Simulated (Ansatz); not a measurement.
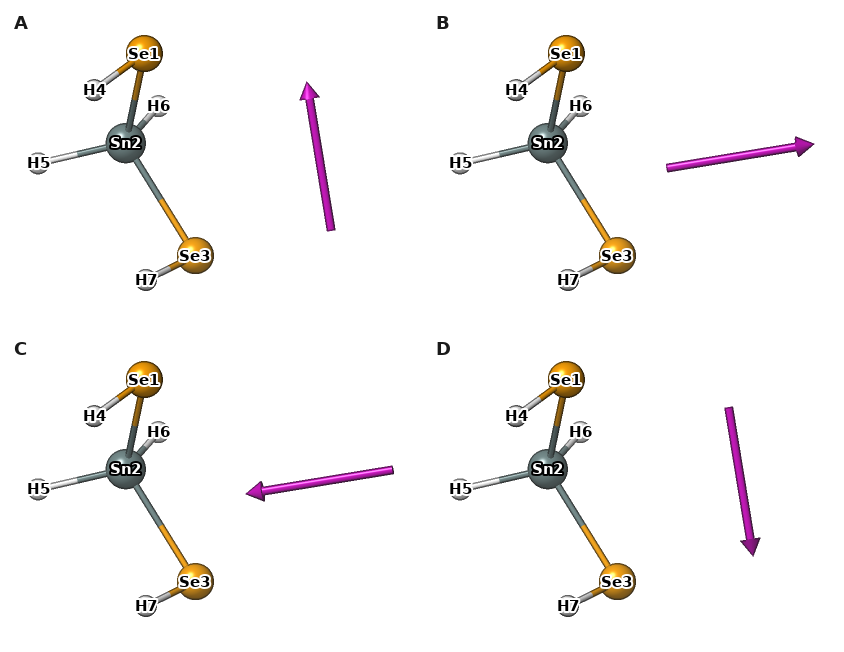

The same molecule four times, each with an arrow. The geometry was computed by an optimisation with PBE0-D4/def2-TZVP. Level of theory: RKS B3LYP-D4/def2-TZVPP, core potentials on Sn (Ansatz 0.2.0).

Which arrow points along the dipole moment, from the negative to the positive end?

Answer. C. The dipole moment is 1.24 D; it points from the side of Se1, Se3 to the side of H5 (the outermost atoms at the two ends).
